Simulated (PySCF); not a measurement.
| atom | x (Å) | y (Å) | z (Å) |
| --- | --- | --- | --- |
| Hf | 0.0000 | 0.0000 | -0.7265 |
| Br | 0.0000 | 0.0000 | 1.6565 |

Core potentials replace the inner electrons of Hf.

Level of theory: PBE0/def2-TZVPPD, non-relativistic Hamiltonian with scalar-relativistic core potentials where named, at a bond length of 2.383 Å (PySCF).

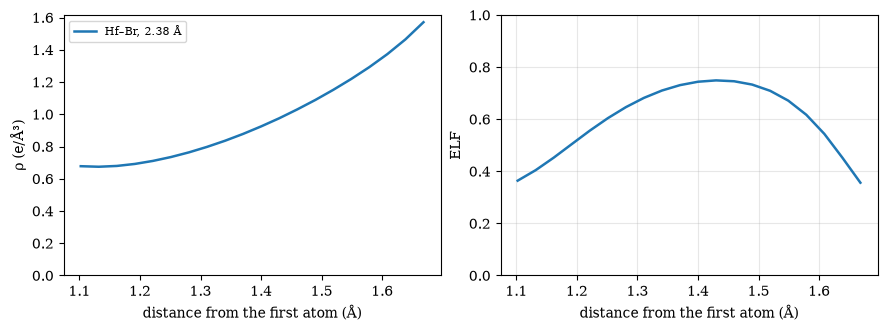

HfBr (charge +1, triplet). Electron density and ELF along straight lines between neighbouring atoms. The curves leave out the atomic cores.

What can be read from the curves?

Hf–Br (2.38 Å): ρ at the midpoint is about 0.69 e/Å³; the ELF peaks at about 0.75 in the valence shell of Br, 1.0 Å from its nucleus, and is about 0.50 at the midpoint.
